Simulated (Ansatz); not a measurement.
# CH₆FOSbSi (SMILES C[O][Sb]([F])[SiH3]): what the fields show

The calculation's input:

```
crystal:
  periodic: [false, false, false]
  atoms:
    - {symbol: C, position_ang: [-0.530202, 1.655879, -1.476747]}
    - {symbol: O, position_ang: [-0.198830, 0.844017, -0.370683]}
    - {symbol: Sb, position_ang: [0.907610, -0.742557, -0.631251]}
    - {symbol: F, position_ang: [-0.505795, -1.941419, -1.165996]}
    - {symbol: Si, position_ang: [0.605144, -1.306018, 1.889599]}
    - {symbol: H, position_ang: [0.296963, 1.754393, -2.192522]}
    - {symbol: H, position_ang: [-1.401071, 1.258655, -2.008617]}
    - {symbol: H, position_ang: [-0.775935, 2.653344, -1.103899]}
    - {symbol: H, position_ang: [-0.835483, -1.204528, 2.227762]}
    - {symbol: H, position_ang: [1.400024, -0.346008, 2.701563]}
    - {symbol: H, position_ang: [1.103074, -2.682858, 2.151489]}
basis:
  gaussian: {orbitals: def2-TZVPP}
hamiltonian: {xc: pbe0, dispersion: d4}
output: {orbitals: {seedname: orbitals}}
```

Command:

```sh
ansatz run in.yaml --threads 4 --pin off --events-out ev --progress --plain --max-ram 11315MiB
```

Geometry: PBE0-D4/def2-TZVP; core potentials replace the inner electrons of Sb.

Theory: RKS PBE0-D4/def2-TZVPP (Ansatz 0.2.0).

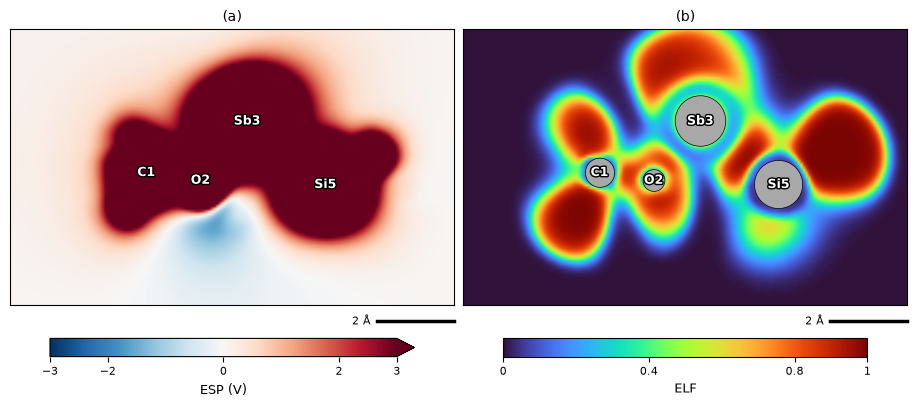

Figure 1. (a) electrostatic potential; (b) ELF on the plane of atoms O2, Sb3 and Si5. Grey discs cover the atomic cores in the ELF map.

> Interpret the plot.

Atoms in the plane: C, O, Sb and Si.
C–O (1.41 Å): the ELF peaks at about 0.85 between the atoms; a polar covalent bond.
Sb–O (1.95 Å): the ELF peaks at about 0.85 in the valence shell of O, 0.6 Å from its nucleus, and drops to about 0.15 between the two atoms.
Si–Sb (2.60 Å): the ELF peaks at about 0.95 between the atoms, as expected for a shared electron pair.
The ELF also peaks beside O2, away from the bonds: lone-pair regions.
Outside the dense part of the molecule the potential is most negative (−1.6 V) near O2.

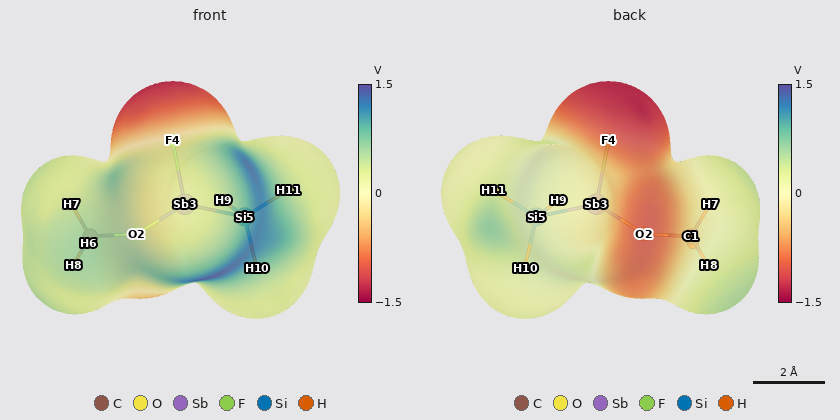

Figure 2. The molecular electrostatic potential painted on the density surface at 0.001 e/bohr³, seen from the front and from behind; red is negative and blue positive.

> Where is the surface potential most negative and most positive?

The most negative region (about −1.3 V) lies over F4, the most positive (about +1.4 V) over Sb3.

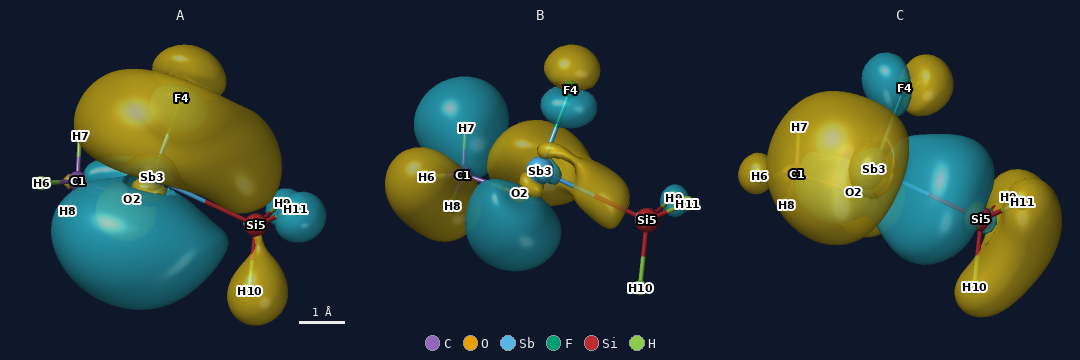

Figure 3. Three frontier orbitals at ±0.06 Å⁻³ᐟ² (yellow and cyan are the two phases), in no order.

> Which picture is the HOMO−1, the HOMO and the LUMO?

B is the HOMO−1 (−8.28 eV). Its weight (Hirshfeld) is mainly on O2 (about 55 %), C1 (about 15 %), H7 (about 10 %) and Sb3 (about 10 %). C is the HOMO (−7.06 eV). Its weight (Hirshfeld) is mainly on Sb3 (about 50 %), Si5 (about 25 %), O2 (about 10 %) and F4 (about 5 %). A is the LUMO (−1.37 eV). Its weight (Hirshfeld) is mainly on Sb3 (about 65 %), Si5 (about 10 %) and F4 (about 10 %).

> What is the HOMO–LUMO gap?

5.69 eV between the orbital energies.
